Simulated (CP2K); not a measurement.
# HF/jorge-DZP-DKH (DKH2, ngrids 4) run of AlCO2F (SMILES O=[C]1[O][Al]1[F])

Aim: the energy difference between two shapes of AlCO2F at HF/jorge-DZP-DKH (DKH2, ngrids 4), from 2 runs. 

The calculation is run with CP2K 2026.2.

2 further runs of the same task are left out: 2 for a known fault of the program.

### 1 The system as given

AlCO2F has 5 atoms, charge 0, and is taken as a singlet. SMILES: `O=[C]1[O][Al]1[F]`. Geometry: a GFN2-xTB relaxation, a rough one for these elements and not checked as a minimum.

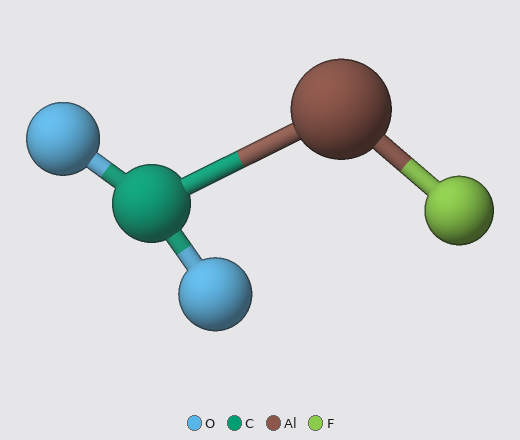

The structure, seen from a chosen angle (oxygen blue, carbon teal, aluminium brown, fluorine green).

### 2 Energy and gradient at HF/jorge-DZP-DKH (DKH2, ngrids 4)

molecule.inp reads:

```
&GLOBAL
  PROJECT molecule
  RUN_TYPE ENERGY_FORCE
  PRINT_LEVEL MEDIUM
&END

&FORCE_EVAL
  METHOD QS
  &DFT
    BASIS_SET_FILE_NAME ./jorge_dzp_dkh.basis
    POTENTIAL_FILE_NAME POTENTIAL
    CHARGE 0
    MULTIPLICITY 1
    &QS
      METHOD GAPW
      EPS_DEFAULT 1.0E-10
    &END
    &MGRID
      CUTOFF 250
      REL_CUTOFF 60
      NGRIDS 4
    &END
    &POISSON
      PERIODIC NONE
      POISSON_SOLVER WAVELET
    &END
    &SCF
      SCF_GUESS ATOMIC
      EPS_SCF 1.0E-07
      MAX_SCF 150
      ADDED_MOS 5
      &DIAGONALIZATION
        ALGORITHM STANDARD
      &END
      &MIXING
        METHOD DIRECT_P_MIXING
        ALPHA 0.4
      &END
    &END
    &XC
      &XC_FUNCTIONAL NONE
      &END
      &HF
        FRACTION 1
        &SCREENING
          EPS_SCHWARZ 1.0E-09
          SCREEN_ON_INITIAL_P F
        &END
        &INTERACTION_POTENTIAL
          POTENTIAL_TYPE COULOMB
        &END
        &MEMORY
          MAX_MEMORY 1050
        &END
      &END
    &END
    &RELATIVISTIC
      METHOD DKH
      DKH_ORDER 2
      TRANSFORMATION ATOM
      POTENTIAL FULL
    &END
    &PRINT
      &MOMENTS
        PERIODIC F
        REFERENCE COM
        MAX_MOMENT 1
      &END
      &MO ON
        ENERGIES T
        OCCUPATION_NUMBERS T
        NDIGITS 6
        &EACH
          QS_SCF 0
        &END
        ADD_LAST NUMERIC
      &END
      &HIRSHFELD OFF
      &END
    &END
  &END
  &SUBSYS
    &CELL
      ABC [angstrom] 9.6 9.6 9.6
      PERIODIC NONE
    &END
    &COORD
      O      1.258840    -0.927790     1.280060
      C      0.419030    -0.785420     0.496240
      O     -0.446830    -1.026610    -0.256830
      Al    -0.017610     1.333020    -0.197490
      F     -1.213430     1.406800    -1.321980
    &END
    &TOPOLOGY
      &CENTER_COORDINATES
      &END
    &END
    &KIND O
      BASIS_SET jorge-DZP-DKH
      POTENTIAL ALL
    &END
    &KIND C
      BASIS_SET jorge-DZP-DKH
      POTENTIAL ALL
    &END
    &KIND Al
      BASIS_SET jorge-DZP-DKH
      POTENTIAL ALL
    &END
    &KIND F
      BASIS_SET jorge-DZP-DKH
      POTENTIAL ALL
    &END
  &END
  &PRINT
    &FORCES ON
    &END
  &END
&END
```

On the command line:

```sh
$ OMP_NUM_THREADS=1 cp2k.psmp -i molecule.inp -o molecule.out
```

Standard output:

```text
CP2K| version string:                                       CP2K version 2026.2
[...]
 GLOBAL| Method name                                                        CP2K
[...]
 GLOBAL| Run type                                                   ENERGY_FORCE
[...]
 DFT| Spin restricted Kohn-Sham (RKS) calculation                            RKS
 DFT| Multiplicity                                                             1
[...]
 DFT| Charge                                                                   0
[...]
 QS| Method:                                                                GAPW
[...]
 QS| Density cutoff [a.u.]:                                                125.0
[...]
 QS| Relative density cutoff [a.u.]:                                        30.0
[...]
                             - Atoms:                                          5
[...]
                             - Spherical basis functions:                     84
[...]
 Number of electrons:                                                         44
[...]
     1 P_Mix/Diag. 0.40E+00    6.0     0.57412607      -530.5863620978 -5.31E+02
[...]
    22 DIIS/Diag.  0.15E-06    0.5     0.00000008      -529.8358823338 -5.68E-13
  *** SCF run converged in    22 steps ***
[...]
  Overlap energy of the core charge distribution:               0.00001176876136
  Self energy of the core charge distribution:               -385.43864300355403
  Core Hamiltonian energy:                                   -158.88544153205592
  Hartree energy:                                              66.13940974025854
  Exchange-correlation energy:                                  0.00000000000000
  Hartree-Fock Exchange energy:                               -50.03808081185367
[...]
                     Mulliken Population Analysis
 #  Atom  Element  Kind  Atomic population                           Net charge
       1     O        1          8.232813                             -0.232813
       2     C        2          5.496421                              0.503579
       3     O        1          8.265864                             -0.265864
       4     Al       3         12.417251                              0.582749
       5     F        4          9.587651                             -0.587651
 # Total charge                             44.000000                 -0.000000
[...]
  Dipole moment [Debye]
    X=  0.1086804E+01 Y=  0.6140467E+00 Z=  0.9340586E+00  Total=      1.5590583
 ENERGY| Total FORCE_EVAL ( QS ) energy [hartree]           -529.835882333847280
 FORCES| Atomic forces [hartree/bohr]
 FORCES|   Atom     x               y               z               |f|
 FORCES|      1 -1.92700549E-02  1.08586462E-02 -1.91478453E-02   2.92555155E-02
 FORCES|      2  1.56061742E-02 -6.91920567E-02  2.41628170E-02   7.49328707E-02
 FORCES|      3  1.68752424E-02  1.47317426E-02  1.31887059E-02   2.59949997E-02
 FORCES|      4  3.04348153E-03  3.70448087E-02 -2.15981429E-03   3.72323170E-02
 FORCES|      5 -1.62558140E-02  6.55474079E-03 -1.60421804E-02   2.37606328E-02
 FORCES| Sum    -9.70747254E-07 -2.11845916E-06  1.68290460E-06
 FORCES| Total atomic force                                       2.87443687E-06
[...]
```

Wall time 24 s (1 thread of Arm Neoverse V1, shared host); peak memory 0.45 GiB.

### 3 The distorted shape

qs.inp reads:

```
&GLOBAL
 PROJECT qs
 RUN_TYPE ENERGY_FORCE
 PRINT_LEVEL MEDIUM
&END GLOBAL

&FORCE_EVAL
 METHOD QS
 &DFT
  BASIS_SET_FILE_NAME ./jorge_dzp_dkh.basis
  POTENTIAL_FILE_NAME POTENTIAL
  &QS
   METHOD GAPW
   EPS_DEFAULT 1.0E-10
  &END QS
  &MGRID
   CUTOFF 250
   REL_CUTOFF 60
   NGRIDS 4
  &END MGRID
  &POISSON
   PERIODIC NONE
   POISSON_SOLVER WAVELET
  &END POISSON
  &SCF
   SCF_GUESS ATOMIC
   EPS_SCF 1.0E-07
   MAX_SCF 150
   ADDED_MOS 5
   &DIAGONALIZATION
    ALGORITHM STANDARD
   &END DIAGONALIZATION
   &MIXING
    METHOD DIRECT_P_MIXING
    ALPHA 0.4
   &END MIXING
  &END SCF
  &XC
   &XC_FUNCTIONAL NONE
   &END XC_FUNCTIONAL
   &HF
    FRACTION 1
    &SCREENING
     EPS_SCHWARZ 1.0E-09
    &END SCREENING
    &MEMORY
     MAX_MEMORY 1050
    &END MEMORY
   &END HF
  &END XC
  &RELATIVISTIC
   METHOD DKH
   DKH_ORDER 2
   TRANSFORMATION ATOM
   POTENTIAL FULL
  &END RELATIVISTIC
  &PRINT
   &MOMENTS
    PERIODIC F
    REFERENCE COM
    MAX_MOMENT 1
   &END MOMENTS
   &MO ON
    ENERGIES T
    OCCUPATION_NUMBERS T
    NDIGITS 6
    &EACH
     QS_SCF 0
    &END EACH
    ADD_LAST NUMERIC
   &END MO
   &HIRSHFELD OFF
   &END HIRSHFELD
  &END PRINT
 &END DFT
 &SUBSYS
  &CELL
   ABC 9.8 9.8 9.8
   PERIODIC NONE
  &END CELL
  &COORD
   O      1.251372    -0.984614     1.399282
   C      0.475557    -0.747779     0.517178
   O     -0.520974    -0.937939    -0.158345
   Al    -0.010482     1.386208    -0.215821
   F     -1.138793     1.481471    -1.363421
  &END COORD
  &TOPOLOGY
   &CENTER_COORDINATES
   &END CENTER_COORDINATES
  &END TOPOLOGY
  &KIND O
   BASIS_SET jorge-DZP-DKH
   POTENTIAL ALL
  &END KIND
  &KIND C
   BASIS_SET jorge-DZP-DKH
   POTENTIAL ALL
  &END KIND
  &KIND Al
   BASIS_SET jorge-DZP-DKH
   POTENTIAL ALL
  &END KIND
  &KIND F
   BASIS_SET jorge-DZP-DKH
   POTENTIAL ALL
  &END KIND
 &END SUBSYS
 &PRINT
  &FORCES ON
  &END FORCES
 &END PRINT
&END FORCE_EVAL
```

On the command line:

```sh
$ OMP_NUM_THREADS=1 cp2k.psmp -i qs.inp > qs.out 2>&1
```

Standard output, shortened:

```text
CP2K| version string:                                       CP2K version 2026.2
[...]
 GLOBAL| Method name                                                        CP2K
[...]
 GLOBAL| Run type                                                   ENERGY_FORCE
[...]
 DFT| Spin restricted Kohn-Sham (RKS) calculation                            RKS
 DFT| Multiplicity                                                             1
[...]
 DFT| Charge                                                                   0
[...]
 QS| Method:                                                                GAPW
[...]
 QS| Density cutoff [a.u.]:                                                125.0
[...]
 QS| Relative density cutoff [a.u.]:                                        30.0
[...]
                             - Atoms:                                          5
[...]
                             - Spherical basis functions:                     84
[...]
 Number of electrons:                                                         44
[...]
     1 P_Mix/Diag. 0.40E+00    6.0     0.54411278      -530.3633390296 -5.30E+02
[...]
    25 DIIS/Diag.  0.70E-07    0.5     0.00000003      -529.8223390774  3.41E-13
  *** SCF run converged in    25 steps ***
[...]
  Overlap energy of the core charge distribution:               0.00000409952358
  Self energy of the core charge distribution:               -385.43864300355403
  Core Hamiltonian energy:                                   -159.13097929606570
  Hartree energy:                                              66.33874851423329
  Exchange-correlation energy:                                  0.00000000000000
  Hartree-Fock Exchange energy:                               -49.95576496893489
[...]
                     Mulliken Population Analysis
 #  Atom  Element  Kind  Atomic population                           Net charge
       1     O        1          8.252120                             -0.252120
       2     C        2          5.494793                              0.505207
       3     O        1          8.301139                             -0.301139
       4     Al       3         12.365178                              0.634822
[...]
  Dipole moment [Debye]
    X=  0.1006760E+01 Y=  0.1202403E+01 Z=  0.5683660E+00  Total=      1.6680467
 ENERGY| Total FORCE_EVAL ( QS ) energy [hartree]           -529.822339077348715
[...]
```

Wall time 25 s (1 thread of Arm Neoverse V1, shared host); peak memory 0.45 GiB.

### 4 Results

Level: HF/jorge-DZP-DKH (DKH2, ngrids 4).

| quantity | value |
| --- | --- |
| first shape: total energy | -529.83588 Eh |
| first shape: dipole moment | 1.56 D |
| first shape: HOMO energy | -9.31 eV |
| first shape: LUMO energy | 0.83 eV |
| first shape: HOMO–LUMO gap | 10.14 eV |
| first shape: largest force on an atom | 3.853 eV/Å |
| distorted shape: total energy | -529.82234 Eh |
| distorted shape: dipole moment | 1.67 D |
| distorted shape: HOMO energy | -9.38 eV |
| distorted shape: LUMO energy | 0.28 eV |
| distorted shape: HOMO–LUMO gap | 9.66 eV |
| distorted shape: largest force on an atom | 5.610 eV/Å |
| energy change with the atoms displaced | 0.369 eV |

**Reading.** With the atoms displaced the energy rises by 0.37 eV (35.6 kJ/mol). The first shape isn't relaxed at this level, so the change isn't measured from a minimum. The largest force (first shape) is 3.85 eV/Å: the shape isn't a stationary point for this species at this level.
